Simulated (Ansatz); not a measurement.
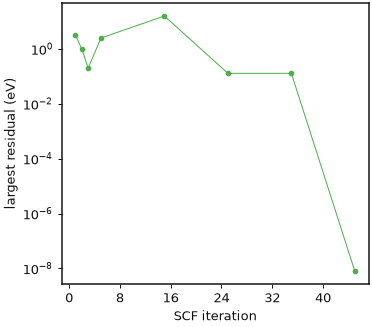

The plot shows the SCF iterations of a calculation: largest residual. Only some iterations were kept.

System: Co (P6_3/mmc, 2 atoms in the cell).
Method: DFT, PBE, norm-conserving potentials, plane waves, scalar-relativistic in Ansatz; cutoff 1306.15 eV, 1×1×1 k-mesh, Fermi–Dirac smearing of 0.1 eV, collinear spins.
Setting under test: full search for lower states.

Did the calculation converge?

Answer. It converged, after 45 iterations. The residual falls unevenly and jumps up by a factor of two or more twice between kept points.
